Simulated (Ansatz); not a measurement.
# Single-point calculation of H$_{2}$SO$_{3}$

H$_{2}$SO$_{3}$, computed with RKS B3LYP-D4/def2-TZVPPD (Ansatz 0.2.0).

The geometry: rigid move from PBE0-D4/def2-TZVP.

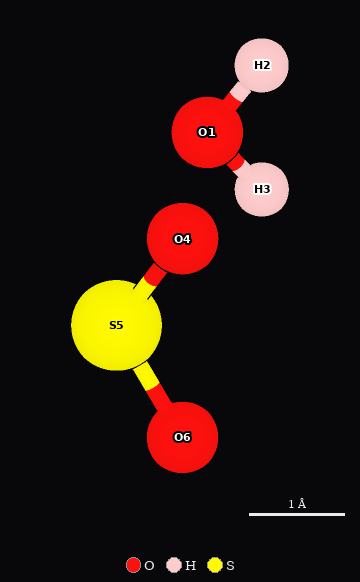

The structure (ball-and-stick view, seen at an oblique angle; atoms are numbered from 1 in the order of the input).

## Input file
```yaml
crystal:
  periodic: [false, false, false]
  atoms:
    - {symbol: O, position_ang: [-0.331013, -0.115793, -1.294604]}
    - {symbol: H, position_ang: [-0.087630, 0.790183, -1.505559]}
    - {symbol: H, position_ang: [0.439225, -0.648986, -1.511323]}
    - {symbol: O, position_ang: [-0.205222, 1.220896, 2.809541]}
    - {symbol: S, position_ang: [-0.471646, -0.183453, 2.696212]}
    - {symbol: O, position_ang: [0.637216, -1.086533, 2.800532]}
basis:
  gaussian: {orbitals: "def2-TZVPPD.json"}
hamiltonian: {xc: {name: B3LYP}, dispersion: d4}
```

Machine: 4 threads of AMD EPYC, 15 GiB of memory available, shared host.

Launched with:
```bash
ansatz run in.yaml --threads 4 --pin off --events-out ev --progress --plain --max-ram 9574MiB
```

## Output
```
Functional definition: B3LYP
  name "B3LYP"
  cite "Stephens, Devlin, Chabalowski & Frisch, J. Phys. Chem. 98, 11623 (1994) doi:10.1021/j100096a001"
  cite "Becke, Phys. Rev. A 38, 3098 (1988) doi:10.1103/PhysRevA.38.3098"
  cite "Lee, Yang & Parr, Phys. Rev. B 37, 785 (1988) doi:10.1103/PhysRevB.37.785"
  cite "Vosko, Wilk & Nusair, Can. J. Phys. 58, 1200 (1980) doi:10.1139/p80-159"
  parameter a0 = 0.2
  parameter ax = 0.72
  parameter ac = 0.81
  exchange = (1 - a0 - ax)*slater_x + ax*b88_x + a0*exact_x
  correlation = (1 - ac)*vwn_rpa_c + ac*lyp_c
1014 factors; their error is unknown
mean field evaluation 1: about -16999.2153 eV, gradient 9.2e1 eV
mean field evaluation 2: about -16956.4098 eV, gradient 1.8e2 eV
mean field evaluation 4: about -17012.2926 eV, gradient 9.9e0 eV
mean field evaluation 8: about -17012.4522 eV, gradient 6.9e-2 eV
mean field evaluation 16: about -17012.4919 eV, gradient 2.7e-5 eV
mean field -17012.49193748 eV, -625.1975472212 hartree, gradient 2.7e-5 eV, S^2 0.000000; 0 other end points of the search recorded, 0 dependent functions left out
reference -17012.49223995 eV, -625.1975583367 hartree; 21, 21 occupied and 184, 184 virtual orbitals, 1014 factors
Total energy: -17012.59322597 eV, -625.2012695044 hartree
```

## Key numbers

```tsv
quantity	value
outcome	converged
total energy	−17012.5932 eV
mean-field energy	−17012.4922 eV
dispersion energy	−0.1010 eV
SCF solution under orbital rotations	stable
wall time	0.65 s (CPU time 2.2 s)
peak memory	0.43 GiB
```
